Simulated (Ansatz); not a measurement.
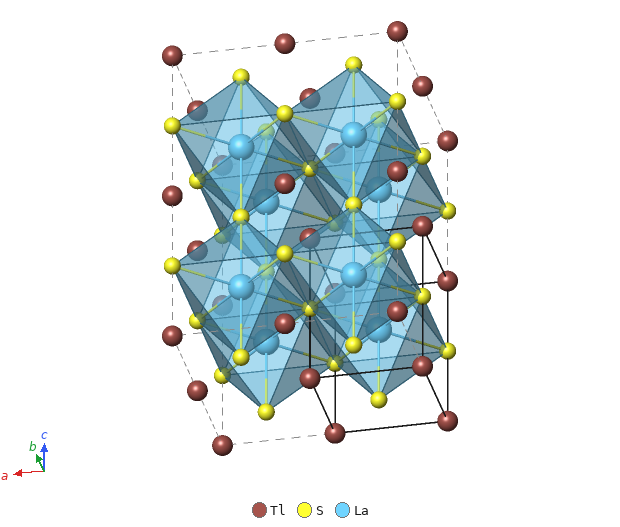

Polyhedra are drawn about La (bonds: La–S below 3.4 Å); other atoms are plain spheres.

LaTlS2 (space group P4/mmm, No. 123). Coordinates: the end point of a relaxation with Ansatz 0.2.0, DFT, PBE, plane waves, PAW; the starting structure was generated, so it need not be a known form of this composition.

**What figure surrounds each La atom, and what does it share with the other drawn polyhedra?**

La: LaS6 octahedron, sharing corners with six neighbours and edges with four neighbours.

**How do these polyhedra hang together as a whole?**

They form a three-dimensional framework of corner- and edge-sharing octahedra.

**How far apart are the centres of linked polyhedra?**

Centre to centre across a shared corner: 5.95 to 6.06 Å; across a shared edge: 4.28 Å.
